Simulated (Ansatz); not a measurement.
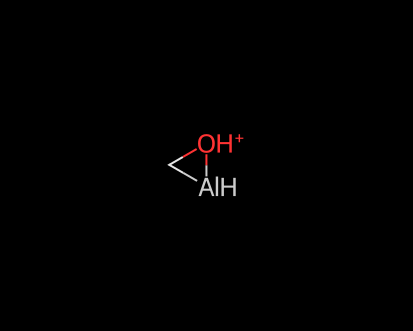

Source: calculation with Ansatz.

Skeletal drawing of a molecule. The species has charge +1 and is a spin singlet.

### Give its SMILES.

[CH2]1[OH+][AlH]1

### What is the molecular formula?

CH4AlO, charge +1.

### An optimisation with PBE0-D4/def2-TZVP gave a structure of which point group?

Cs.
